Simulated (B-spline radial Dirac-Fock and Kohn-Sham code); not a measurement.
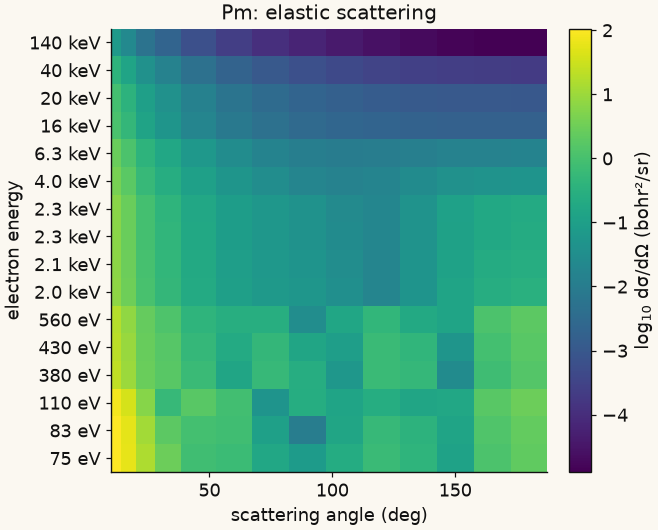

Figure. A map of the differential cross section for elastic electron scattering over angle and energy (one row an energy, not to scale). It refers to the promethium atom. Level of theory: Dirac partial waves in the static Dirac–Fock field with Furness–McCarthy exchange, no polarisation or absorption; calculated with a B-spline radial atomic code.

The deepest dip lies at 83.2 eV and 90° (0.010 bohr²/sr). Marked minima (at least 40 % below the values at larger angles) show at 75 eV (90° and 150°); 110 eV (32°, 75°, 105° and 135°); 380 eV (60°, 105° and 150°); 560 eV (60°, 90° and 150°); 2.0 keV (120°), and at further energies up to 4.0 keV; above that any minima are shallower. At 90° the cross section goes from 0.074 bohr²/sr at 75 eV to 6.2 × 10⁻⁵ at 140 keV. The model is rough under about 200 eV.
